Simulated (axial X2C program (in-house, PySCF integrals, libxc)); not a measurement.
## Relativistic diatomic calculation, with input and output: AuK⁺

- system: AuK⁺. The reference is closed-shell AuK²⁺; the roots are the vertical energy changes on adding an electron to it, which gives states of AuK⁺. The distance is the PBE0 minimum at charge 1.
- method: EOM-EA-CCSD, two-component X2C with atomic mean-field Coulomb and Gaunt terms, Au dyall-acv3z, K dyall-acv3z (cores contracted) (axial X2C program (in-house, PySCF integrals, libxc))

## The input
```
{"zs": [79, 19], "q": 1, "bas": ["dyall-acv3z", "dyall-acv3z"], "r0": 3.2, "eom": "ea", "thr": -2.0, "nmax": 92, "grid": [1, 0.96, 1.045, 0.92, 1.09, 1.15]}
```

The line is the task of a batch: nuclear charges, charge, bases, a first guess of the distance and further settings. This report covers the levels named above. The log is that of the reference distance 3.42 Å.

Hardware: 1 thread of Arm Neoverse V1, 24 GiB of memory available, shared host.

The run was one of a batch that the task file lists, launched with:
```bash
python <driver script> task.json out
```

## The program's output
```
two-component X2C + atomic mean field  HF
basis functions 294  fitting functions 1314  grid points 5809
iter        total energy     max residual
   1     -19612.151267185     1.13e+00
   2     -19612.188224511     1.87e-02
   3     -19612.188702960     6.79e-02
   4     -19612.189524819     2.91e-03
   5     -19612.189531739     5.57e-04
   6     -19612.189536632     1.57e-03
   7     -19612.189537948     4.82e-04
   8     -19612.189538095     5.60e-05
   9     -19612.189538131     1.00e-04
  10     -19612.189538144     6.48e-05
  11     -19612.189538148     5.65e-06
  12     -19612.189538148     4.17e-06
  13     -19612.189538148     1.68e-06
converged
one-electron -27299.93023500  Coulomb 7870.09291270  exact exchange -396.81269566  xc functional 0.00000000  nuclear repulsion 232.24999813  atomic mean-field constant -17.78951831
correlated 18  virtual 366  natural virtual 84  E(MP2) -0.550099489  MP2 remainder -0.137408324
iter   CCSD correlation   residual
   1     -0.410942988   8.01e-02
   2     -0.415830778   2.42e-02
   3     -0.416455964   9.43e-03
   4     -0.416441964   3.36e-03
   5     -0.416447647   1.71e-03
   6     -0.416443950   1.01e-03
   7     -0.416446821   5.99e-04
   8     -0.416451971   2.81e-04
   9     -0.416448965   1.39e-04
  10     -0.416449897   7.52e-05
  11     -0.416449063   4.18e-05
  12     -0.416449432   2.18e-05
  13     -0.416449465   9.15e-06
  14     -0.416449464   2.40e-06
(T) -0.006445310038067176  T1 0.0095  D1 0.0182  max T2 0.042
EOM-EA-CCSD roots
2*Omega      energy/Eh   energy/eV  one-particle weight
    1      -0.48279279    -13.1375      0.967
    1      -0.34428316     -9.3684      0.007
    1      -0.31071149     -8.4549      0.943
    1      -0.29194273     -7.9442      0.907
    1      -0.28788120     -7.8336      0.078
    3      -0.34572264     -9.4076      0.002
    3      -0.29257282     -7.9613      0.025
    3      -0.28381173     -7.7229      0.941
    3      -0.21465932     -5.8412      0.000
    5      -0.34824268     -9.4762      0.000
    5      -0.21362323     -5.8130      0.000
    7      -0.19778900     -5.3821      0.000
```

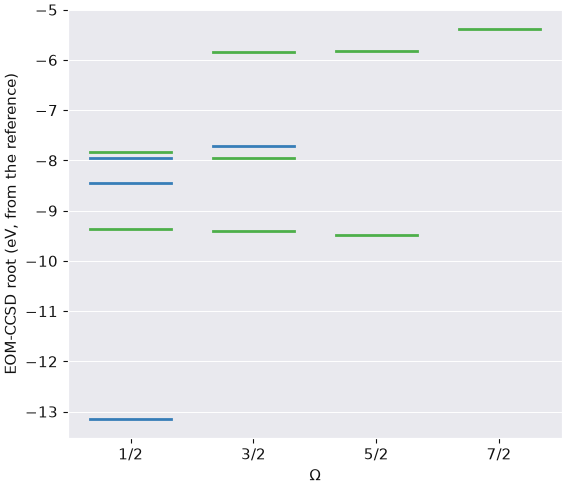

*EOM-CCSD roots by Ω at 3.42 Å; roots whose one-particle weight is under 0.8 have the second colour.*

The lowest has Ω = 1/2 and lies at −13.137 eV, with one-particle weight 0.97. 8 of the 12 roots are less well described at this level.

## Key numbers

- outcome: converged
- HF energy of the reference AuK²⁺: −19612.18954 hartree
- MP2 energy of the reference AuK²⁺: −19612.73964 hartree
- CCSD energy of the reference AuK²⁺ (with the MP2 share of the virtual spinors left out of the coupled-cluster step): −19612.74340 hartree
- CCSD(T) energy of the reference AuK²⁺: −19612.74984 hartree
- T1 diagnostic (spinor form; for a closed shell √2 times the usual value): 0.009
- wall time: 25 s
- peak memory: 1.1 GiB
